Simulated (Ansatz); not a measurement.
Molecule (SMILES): Cl[C]Cl (closed-shell singlet).
Atoms: Cl1, C2, Cl3. Bonds: Cl1-C2, C2-Cl3.

Basis-set convergence of the lowest harmonic wavenumber at MP2 with Ansatz (a program for electronic structure). Each level at its own minimum, finite differences of forces, unscaled; the reference is a large set that could be run, not a limit. Cartesian d functions, on some or all atoms, in 6-31G*, 6-311G**; all else is spherical. Cores are frozen. A restricted Hartree-Fock determinant is unstable towards unrestricted orbitals. No added dispersion term, no relativity. Reference: the value in aug-cc-pV(T+d)Z, 347 cm⁻¹. Deviations are taken from unrounded values. Cost is core time over that of 6-31G*, rough, on shared machines of one kind.

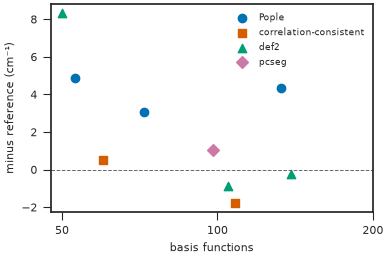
Deviation from the reference against the number of basis functions, by family of sets.

```json
[
 {"basis": "def2-SVP", "functions": "50", "lowest harmonic wavenumber (cm⁻¹)": "355", "minus reference (cm⁻¹)": "8", "cost": "0.8×"},
 {"basis": "6-31G*", "functions": "53", "lowest harmonic wavenumber (cm⁻¹)": "352", "minus reference (cm⁻¹)": "5", "cost": "1×"},
 {"basis": "cc-pV(D+d)Z", "functions": "60", "lowest harmonic wavenumber (cm⁻¹)": "348", "minus reference (cm⁻¹)": "1", "cost": "1×"},
 {"basis": "6-311G**", "functions": "72", "lowest harmonic wavenumber (cm⁻¹)": "350", "minus reference (cm⁻¹)": "3", "cost": "2×"},
 {"basis": "pcseg-2", "functions": "98", "lowest harmonic wavenumber (cm⁻¹)": "348", "minus reference (cm⁻¹)": "1", "cost": "3×"},
 {"basis": "def2-TZVP", "functions": "105", "lowest harmonic wavenumber (cm⁻¹)": "346", "minus reference (cm⁻¹)": "-1", "cost": "4×"},
 {"basis": "cc-pV(T+d)Z", "functions": "108", "lowest harmonic wavenumber (cm⁻¹)": "345", "minus reference (cm⁻¹)": "-2", "cost": "5×"},
 {"basis": "6-311++G(3df,3pd)", "functions": "133", "lowest harmonic wavenumber (cm⁻¹)": "351", "minus reference (cm⁻¹)": "4", "cost": "6×"},
 {"basis": "def2-TZVPPD", "functions": "139", "lowest harmonic wavenumber (cm⁻¹)": "347", "minus reference (cm⁻¹)": "0", "cost": "8×"}
]
```
